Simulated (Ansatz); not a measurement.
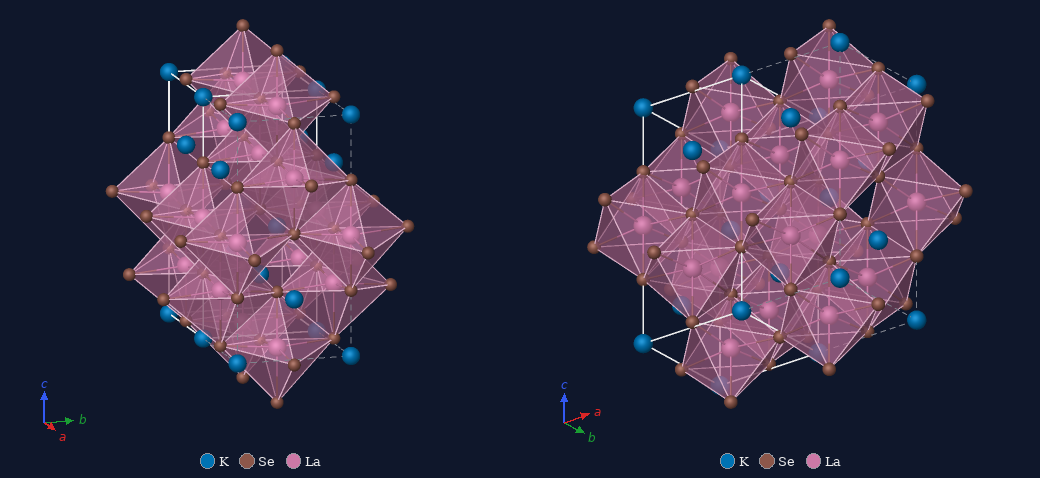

Polyhedra are drawn about La (bonds: La–Se below 3.5 Å); other atoms are plain spheres. Two views of the same piece.

KLaSe₂ (space group I4_1/amd, No. 141): the geometry relaxed with DFT, PBE, plane waves, PAW in Ansatz 0.2.0; the starting structure was generated, so it need not be a known form of this composition.

### What figure surrounds each La atom, and what does it share with the other drawn polyhedra?

La: LaSe6 octahedron, sharing edges with four neighbours and corners with four neighbours.

### How do these polyhedra hang together as a whole?

They form a three-dimensional framework of corner- and edge-sharing octahedra.

### How far apart are the centres of linked polyhedra?

Centre to centre across a shared edge: 4.52 Å; across a shared corner: 6.25 Å.
